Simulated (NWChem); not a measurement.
# the pair SiH3Cl···CH5N: a chain of runs

Aim: a single-point energy (singlet CH8ClNSi, PBE0-D2/6-311+G**), then the energy (singlet SiH3Cl, PBE0-D2/6-311+G**), then the energy (singlet CH5N, PBE0-D2/6-311+G**), then the energy (singlet SiH3Cl, PBE0-D2/6-311+G**), then the energy (singlet CH5N, PBE0-D2/6-311+G**) of CH8ClNSi and its partners. 

Program for the calculation: NWChem 7.3.0.

## Step 1: Starting point

The species is CH8ClNSi (12 atoms), meant as a singlet with charge 0. The two molecules were placed rigidly side by side, at 1.3 times their contact distance; the pair isn't optimised.

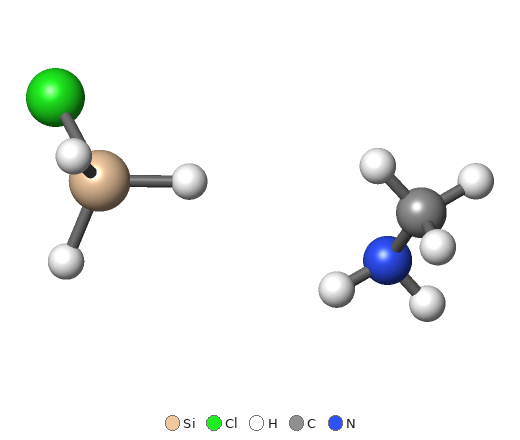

Viewed from a chosen angle; silicon light orange, chlorine green, hydrogen white, carbon grey, nitrogen blue.

## Step 2: A single-point energy at PBE0-D2/6-311+G(d,p) (run 1)

The input, ch8clnsi.nw:

```
start ch8clnsi
memory 2200 mb

geometry units bohr noautosym nocenter noautoz
  Si  -0.23050879   0.06292788  -0.04270781
  Cl   3.45502407  -0.94259539   0.63910538
  H   -1.81580004  -0.89497429   2.05488819
  H   -1.02929603  -1.07903362  -2.46911615
  H   -0.37941921   2.85367542  -0.18216960
  C   -8.26362116  -0.15822677   6.85282723
  N   -7.73856076  -2.21317165   5.10917693
  H  -10.04546283   0.85846478   6.51959292
  H   -6.72848325   1.21930799   6.76924464
  H   -8.30916356  -0.89206411   8.78165179
  H   -7.66784721  -1.56945534   3.31010097
  H   -9.13085428  -3.52246839   5.17140562
end

basis spherical bse
  Si library 6-311+G**
  Cl library 6-311+G**
  H library 6-311+G**
  C library 6-311+G**
  N library 6-311+G**
end

dft
  xc pbe0
  disp vdw 2
  grid fine
  convergence energy 1e-08
  maxiter 100
  mulliken
  print low
end

task dft energy
```

Launch:

```
$ nwchem ch8clnsi.nw > ch8clnsi.out
```

The program printed (excerpt; [...] marks lines left out):

```text
[...]
 d= 0,ls=0.0,diis     1   -846.9839125986 -1.03D+03  6.50D-03  1.01D+00     5.2
[...]
 d= 0,ls=0.0,diis     8   -847.0413570959 -5.31D-09  2.02D-06  1.77D-07    33.8
         Total DFT energy =     -847.041357095948
      One electron energy =    -1531.790524013775
           Coulomb energy =      565.527282599488
    Exchange-Corr. energy =      -64.114713725154
 Nuclear repulsion energy =      183.339645213569
    Dispersion correction =       -0.003047170075
[...]
      Total Density - Mulliken Population Analysis
     ---------------------------------------------
    Atom       Charge   Shell Charges
 -----------   ------   -------------------------------------------------------
    1 Si  14    13.59   0.79  1.18  0.95  1.03  0.84  0.50  1.97  3.90  0.64  1.44  0.02  0.07  0.07  0.17
    2 Cl  17    17.18   0.78  1.19  0.89  1.09  1.00  1.05  7.42 -1.51  1.06  3.05  1.36 -0.10 -0.12  0.02
    3 H    1     1.07   0.24  0.58  0.24  0.01
    4 H    1     1.08   0.24  0.58  0.25  0.01
    5 H    1     1.08   0.24  0.58  0.25  0.01
    6 C    6     6.41   1.10  0.89  0.63  0.74  1.54  0.50  0.83  0.08  0.03  0.07
    7 N    7     7.47   1.10  0.90  0.78  0.86  1.79  0.69  1.29 -0.09  0.13  0.02
    8 H    1     0.87   0.27  0.49  0.08  0.02
    9 H    1     0.85   0.27  0.49  0.07  0.02
   10 H    1     0.85   0.27  0.49  0.07  0.02
[...]
```

Wall time 35 s (1 thread of Intel Xeon Platinum 8488C (Sapphire Rapids), shared host); peak memory 0.12 GiB.

## Step 3: SiH3Cl: the energy at PBE0-D2/6-311+G(d,p) (run 2)

The input, clh3si.nw:

```
start clh3si
memory 2200 mb

geometry units bohr noautosym nocenter noautoz
  Si -0.23050879  0.06292788 -0.04270781
  Cl  3.45502407 -0.94259539  0.63910538
  H  -1.81580004 -0.89497429  2.05488819
  H  -1.02929603 -1.07903362 -2.46911615
  H  -0.37941921  2.85367542 -0.18216960
end

basis spherical bse
  Si library 6-311+G**
  Cl library 6-311+G**
  H library 6-311+G**
end

dft
  xc pbe0
  disp vdw 2
  grid fine
  convergence energy 1e-08
  maxiter 100
  mulliken
  print low
end

task dft energy
```

Launch:

```
$ nwchem clh3si.nw > clh3si.out
```

The program printed (excerpt; [...] marks lines left out):

```text
[...]
 d= 0,ls=0.0,diis     1   -751.2391805897 -8.38D+02  7.65D-03  7.20D-01     1.2
[...]
 d= 0,ls=0.0,diis     8   -751.2696803811 -6.50D-10  3.57D-07  1.71D-09     7.5
         Total DFT energy =     -751.269680381115
      One electron energy =    -1210.233359374198
           Coulomb energy =      422.641250758315
    Exchange-Corr. energy =      -50.013452326480
 Nuclear repulsion energy =       86.337218252074
    Dispersion correction =       -0.001337690827
[...]
      Total Density - Mulliken Population Analysis
     ---------------------------------------------
    Atom       Charge   Shell Charges
 -----------   ------   -------------------------------------------------------
    1 Si  14    13.58   0.79  1.18  0.95  1.03  0.84  0.49  1.97  3.90  0.64  1.43  0.04  0.07  0.06  0.17
    2 Cl  17    17.18   0.78  1.19  0.89  1.09  1.00  1.05  7.42 -1.51  1.06  3.05  1.36 -0.10 -0.11  0.02
    3 H    1     1.08   0.24  0.58  0.24  0.01
    4 H    1     1.08   0.24  0.58  0.24  0.01
    5 H    1     1.08   0.24  0.58  0.24  0.01
[...]
```

Run time: 8.4 s. Hardware: 1 thread of Intel Xeon Platinum 8488C (Sapphire Rapids), shared host; peak memory 0.11 GiB.

## Step 4: CH5N: a single-point energy at PBE0-D2/6-311+G(d,p) (run 3)

The input, ch5n.nw:

```
start ch5n
title "CH5N"
memory stack 880 mb heap 220 mb global 1100 mb

geometry units angstrom noautosym nocenter noautoz
  C     -4.372920    -0.083730     3.626360
  N     -4.095070    -1.171160     2.703660
  H     -5.315830     0.454280     3.450020
  H     -3.560560     0.645230     3.582130
  H     -4.397020    -0.472060     4.647050
  H     -4.057650    -0.830520     1.751630
  H     -4.831840    -1.864010     2.736590
end

basis "ao basis" spherical bse
  * library 6-311+G**
end

dft
  xc pbe0
  disp vdw 2
  grid fine
  convergence energy 1e-08
  maxiter 100
  mulliken
  print low
end

task dft energy
```

Launch:

```
$ nwchem ch5n.nw > ch5n.out
```

The program printed (excerpt; [...] marks lines left out):

```text
[...]
 d= 0,ls=0.0,diis     1    -95.7443926438 -1.38D+02  1.07D-02  2.87D-01     1.1
[...]
 d= 0,ls=0.0,diis     8    -95.7711632004 -1.40D-09  8.17D-07  1.47D-08     7.3
         Total DFT energy =      -95.771163200401
      One electron energy =     -211.800591256326
           Coulomb energy =       87.990689076036
    Exchange-Corr. energy =      -14.100853808905
 Nuclear repulsion energy =       42.140995108278
    Dispersion correction =       -0.001402319483
[...]
      Total Density - Mulliken Population Analysis
     ---------------------------------------------
    Atom       Charge   Shell Charges
 -----------   ------   -------------------------------------------------------
    1 C    6     6.40   1.10  0.89  0.63  0.74  1.54  0.49  0.83  0.07  0.04  0.07
    2 N    7     7.49   1.10  0.90  0.78  0.86  1.79  0.69  1.28 -0.08  0.14  0.02
    3 H    1     0.87   0.27  0.49  0.08  0.02
    4 H    1     0.85   0.27  0.49  0.07  0.02
    5 H    1     0.85   0.27  0.49  0.07  0.02
    6 H    1     0.77   0.27  0.43  0.02  0.05
    7 H    1     0.77   0.27  0.43  0.02  0.05
[...]
```

It took 8.1 s on 1 thread of Intel Xeon Platinum 8488C (Sapphire Rapids), shared host; peak memory 0.11 GiB.

## Step 5: SiH3Cl among ghost functions: the energy at PBE0-D2/6-311+G(d,p) (with ghost functions) (run 4)

The input, clh3si.nw:

```
START clh3si
memory stack 880 mb heap 220 mb global 1100 mb

GEOMETRY units angstroms noautosym nocenter noautoz
   Si      -0.121980       0.033300      -0.022600
   Cl       1.828320      -0.498800       0.338200
   H       -0.960880      -0.473600       1.087400
   H       -0.544680      -0.571000      -1.306600
   H       -0.200780       1.510100      -0.096400
   bqC     -4.372920    -0.083730     3.626360
   bqN     -4.095070    -1.171160     2.703660
   bqH     -5.315830     0.454280     3.450020
   bqH     -3.560560     0.645230     3.582130
   bqH     -4.397020    -0.472060     4.647050
   bqH     -4.057650    -0.830520     1.751630
   bqH     -4.831840    -1.864010     2.736590
END

BASIS spherical bse
   Si library 6-311+G**
   Cl library 6-311+G**
   H library 6-311+G**
   bqC library C 6-311+G**
   bqN library N 6-311+G**
   bqH library H 6-311+G**
END

DFT
   xc pbe0
   disp vdw 2
   grid fine
   convergence energy 1e-08
   iterations 100
   mulliken
   noprint "final vectors analysis"
END

TASK dft energy
```

Launch:

```
$ nwchem clh3si.nw > clh3si.out
```

The program printed (excerpt; [...] marks lines left out):

```text
[...]
          Wavefunction type:  closed shell.
          No. of atoms     :    12
          No. of electrons :    34
[...]
          Charge           :     0
          Spin multiplicity:     1
[...]
          AO basis - number of functions:   152
[...]
              XC Information
              --------------
                         PBE0 Method XC Functional
                     Hartree-Fock (Exact) Exchange  0.250
          PerdewBurkeErnzerhof Exchange Functional  0.750
            Perdew 1991 LDA Correlation Functional  1.000 local
           PerdewBurkeErnz. Correlation Functional  1.000 non-local
[...]
 d= 0,ls=0.0,diis     1   -751.2392742881 -8.38D+02  3.95D-03  7.20D-01     4.6
[...]
 d= 0,ls=0.0,diis     8   -751.2697772160 -2.75D-10  1.85D-07  1.73D-09    31.5
         Total DFT energy =     -751.269777216021
      One electron energy =    -1210.233981428132
           Coulomb energy =      422.641769453410
    Exchange-Corr. energy =      -50.013452020348
 Nuclear repulsion energy =       86.337224470250
    Dispersion correction =       -0.001337691200
[...]
      Total Density - Mulliken Population Analysis
     ---------------------------------------------
    Atom       Charge   Shell Charges
 -----------   ------   -------------------------------------------------------
    1 Si  14    13.58   0.79  1.18  0.95  1.03  0.84  0.49  1.97  3.90  0.64  1.44  0.02  0.07  0.07  0.17
    2 Cl  17    17.18   0.78  1.19  0.89  1.09  1.00  1.05  7.42 -1.51  1.06  3.05  1.36 -0.10 -0.12  0.02
    3 H    1     1.09   0.24  0.58  0.25  0.01
    4 H    1     1.08   0.24  0.58  0.24  0.01
    5 H    1     1.08   0.24  0.58  0.24  0.01
    6 X    0     0.00  -0.00  0.00  0.00 -0.00 -0.00  0.00  0.00  0.00  0.00  0.00
    7 X    0    -0.00  -0.00  0.00 -0.00 -0.00  0.00  0.00  0.00 -0.00 -0.00  0.00
    8 X    0     0.00  -0.00  0.00  0.00 -0.00
    9 X    0     0.00   0.00 -0.00  0.00  0.00
   10 X    0     0.00   0.00 -0.00  0.00 -0.00
[...]
```

Wall time 32 s (1 thread of Intel Xeon Platinum 8488C (Sapphire Rapids), shared host); peak memory 0.12 GiB.

## Step 6: CH5N among ghost functions: a single-point energy at PBE0-D2/6-311+G(d,p) (with ghost functions) (run 5)

The input, m1.nw:

```
start m1
memory total 2200 mb

geometry noautosym nocenter noautoz
 C       -4.372920      -0.083730       3.626360
 N       -4.095070      -1.171160       2.703660
 H       -5.315830       0.454280       3.450020
 H       -3.560560       0.645230       3.582130
 H       -4.397020      -0.472060       4.647050
 H       -4.057650      -0.830520       1.751630
 H       -4.831840      -1.864010       2.736590
 bqSi    -0.121980     0.033300    -0.022600
 bqCl     1.828320    -0.498800     0.338200
 bqH     -0.960880    -0.473600     1.087400
 bqH     -0.544680    -0.571000    -1.306600
 bqH     -0.200780     1.510100    -0.096400
end

basis "ao basis" spherical bse
 C library 6-311+G**
 N library 6-311+G**
 H library 6-311+G**
 bqSi library Si 6-311+G**
 bqCl library Cl 6-311+G**
 bqH library H 6-311+G**
end

dft
 xc pbe0
 disp vdw 2
 grid fine
 convergence energy 1e-08
 maxiter 100
 mulliken
 print low
end

task dft energy
```

Launch:

```
$ nwchem m1.nw > m1.out
```

The program printed (excerpt; [...] marks lines left out):

```text
[...]
 d= 0,ls=0.0,diis     1    -95.7444284276 -1.38D+02  5.20D-03  2.88D-01     3.9
[...]
 d= 0,ls=0.0,diis     8    -95.7711993644 -1.41D-09  3.98D-07  1.48D-08    28.9
         Total DFT energy =      -95.771199364421
      One electron energy =     -211.800795825028
           Coulomb energy =       87.990859367650
    Exchange-Corr. energy =      -14.100855695838
 Nuclear repulsion energy =       42.140995108278
    Dispersion correction =       -0.001402319483
[...]
      Total Density - Mulliken Population Analysis
     ---------------------------------------------
    Atom       Charge   Shell Charges
 -----------   ------   -------------------------------------------------------
    1 C    6     6.41   1.10  0.89  0.63  0.74  1.54  0.50  0.83  0.08  0.03  0.07
    2 N    7     7.47   1.10  0.90  0.78  0.86  1.79  0.69  1.29 -0.08  0.13  0.02
    3 H    1     0.87   0.27  0.49  0.08  0.02
    4 H    1     0.85   0.27  0.49  0.07  0.02
    5 H    1     0.85   0.27  0.49  0.07  0.02
    6 H    1     0.77   0.27  0.43  0.02  0.05
    7 H    1     0.77   0.27  0.43  0.02  0.05
    8 X    0    -0.00   0.00 -0.00  0.00 -0.00  0.00 -0.00  0.00 -0.00  0.00 -0.00 -0.00 -0.00  0.00 -0.00
    9 X    0     0.00  -0.00  0.00 -0.00  0.00 -0.00  0.00 -0.00 -0.00  0.00 -0.00  0.00  0.00 -0.00 -0.00
   10 X    0     0.00   0.00 -0.00  0.00 -0.00
[...]
```

Wall time 30 s (1 thread of Intel Xeon Platinum 8488C (Sapphire Rapids), shared host); peak memory 0.12 GiB.

## Step 7: Results

| quantity | value |
| --- | --- |
| run 1, PBE0-D2/6-311+G**: total energy | -847.04136 Eh |
| run 1, PBE0-D2/6-311+G**: dispersion energy | -8.00 kJ/mol |
| SiH3Cl: total energy | -751.26968 Eh |
| SiH3Cl: dispersion energy | -3.51 kJ/mol |
| CH5N: total energy | -95.77116 Eh |
| CH5N: dispersion energy | -3.68 kJ/mol |
| SiH3Cl among ghost functions: total energy | -751.26978 Eh |
| SiH3Cl among ghost functions: dipole moment | 1.71 D |
| SiH3Cl among ghost functions: dispersion energy | -3.51 kJ/mol |
| CH5N among ghost functions: total energy | -95.77120 Eh |
| CH5N among ghost functions: dispersion energy | -3.68 kJ/mol |
| interaction energy of the rigid parts SiH3Cl and CH5N (parts in their own basis; closest atoms 3.19 Å apart) | -0.014 eV |
| interaction energy of the rigid parts SiH3Cl and CH5N (parts in the whole basis, counterpoise; closest atoms 3.19 Å apart) | -0.010 eV |

The interaction energy of the rigid parts SiH3Cl and CH5N (parts in their own basis; closest atoms 3.19 Å apart) is −0.01 eV (−1.3 kJ/mol). Without counterpoise this holds the superposition error of the basis. The interaction energy of the rigid parts SiH3Cl and CH5N (parts in the whole basis, counterpoise; closest atoms 3.19 Å apart) is −0.01 eV (−1.0 kJ/mol). The basis-set superposition error is 0.3 kJ/mol. Mulliken charges (run 1, PBE0-D2/6-311+G**) run from -0.47 on N7 to +0.41 on Si1; in a basis this large or diffuse they mean little. Mulliken charges (CH5N) run from -0.49 on N2 to +0.23 on H6; in a basis this large or diffuse they mean little.
